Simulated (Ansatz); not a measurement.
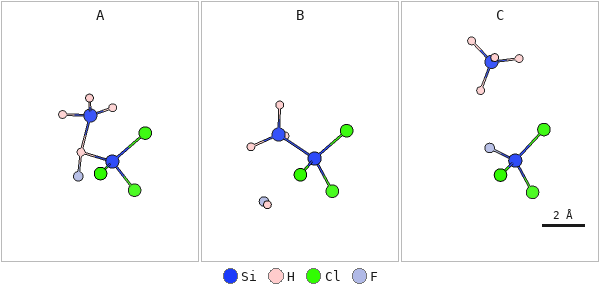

3 geometries from a converged minimum-energy path of Si$_{2}$H$_{4}$Cl$_{3}$F, made up at the start of Si$_{2}$H$_{3}$Cl$_{3}$ and HF, shuffled. Style: ball-and-stick. Shown at a tilt.

Theory: RKS B3LYP/6-31G* (Ansatz). Set-up: 5 movable images; climbing image; force threshold 0.05 eV/Å; iteration limit 60; starting path through a guess of the saddle point.

**Which of them lies highest in energy?**

A. In order along the path, whose images run from 0 to 6: B (image 1, +6.5 kJ/mol), A (image 3, +181.4 kJ/mol), C (image 5, −150.7 kJ/mol). Breaking: F–H (0.94 → 2.87 Å), Si–Si (2.36 → 5.54 Å). Forming: F–Si (3.23 → 1.59 Å), H–Si (3.40 → 1.48 Å).

Limits of the set-up: the start holds two separate molecules, 2.4 Å apart at their closest, whose relative position is a soft coordinate and is computed without a dispersion correction.
